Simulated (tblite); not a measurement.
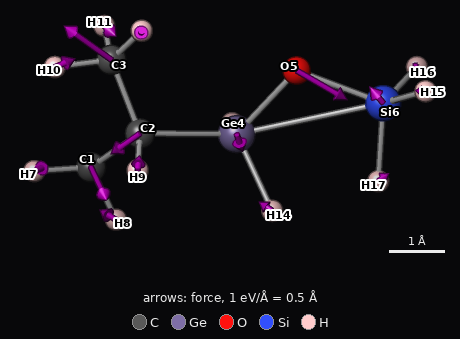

Starting geometry of C$_{3}$H$_{11}$GeOSi (multiplicity 2) with the computed forces as purple arrows. A ball-and-stick model, seen at a tilt.

Method: GFN2-xTB geometry optimisation, gas phase in tblite. 

Question: Is this structure relaxed? If not, where do the atoms go?

Answer: It isn't relaxed: the largest force vector, on a C atom, is 2.57 eV/Å. The final displacements follow the starting forces only in part (cosine between the two patterns 0.32). The atom that moves furthest after the best rigid fit is an H atom (1.73 Å). By element the largest moves are H 1.73 Å, O 1.53 Å, Ge 0.84 Å, C 0.65 Å, Si 0.47 Å. Near-neighbour distances that change, for instance: Ge–Si 2.796 → 3.280 Å, C–Ge 1.932 → 2.111 Å, O–Si 1.721 → 1.621 Å, C–C 1.525 → 1.434 Å. Bond angles that change, for instance: Ge–O–Si 106.8° → 152.2°, C–C–H 106.1° → 120.8°, C–C–H 110.7° → 120.4°. Groups turn about O–Si by about 175°, Ge–O by about 160°, C–Ge by about 35°. After 158 geometry steps the energy has fallen by 133.0 kJ/mol.
